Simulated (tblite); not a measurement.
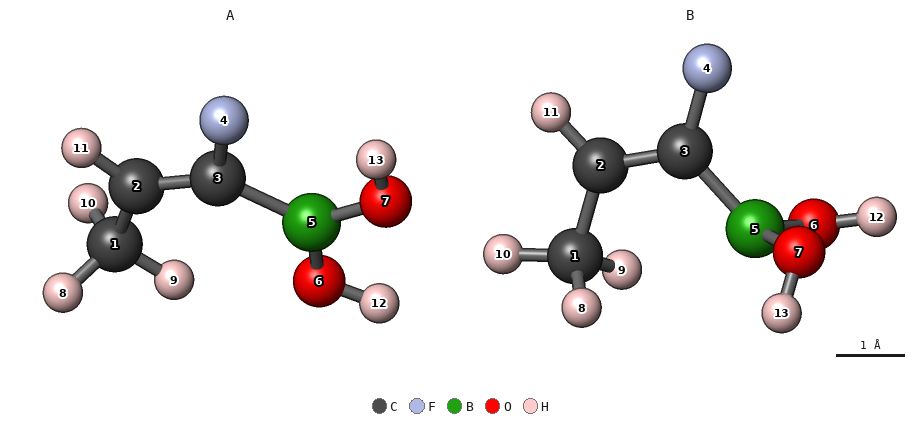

Two geometries of C3H6BFO2, drawn at one scale. One is the start of a relaxation, the other its converged end. The picture is a ball-and-stick view, seen at a tilt.

Theory: tblite, GFN2-xTB geometry optimisation, gas phase. 

> Which one is relaxed?

Structure A is the relaxed one. The largest move after the best rigid fit is that of H13, 2.42 Å. Largest moves by element: H 2.42 Å, F 1.28 Å, O 1.11 Å, C 0.55 Å, B 0.28 Å. Some distances before and after: B5–O6 1.469 → 1.350 Å, B5–O7 1.458 → 1.356 Å, O7–H13 0.999 → 0.958 Å, C1–H10 1.129 → 1.090 Å. Bond angles that change, for instance: C2–C3–B5 119.7° → 132.5°, F4–C3–B5 121.3° → 111.7°, C3–B5–O6 114.3° → 120.6°. Groups turn about C1–C2 by about 55°. The energy falls by 42.1 kcal/mol in 151 geometry steps. Cost: 1.2 s on 1 thread of Arm Neoverse N1, on a shared host.
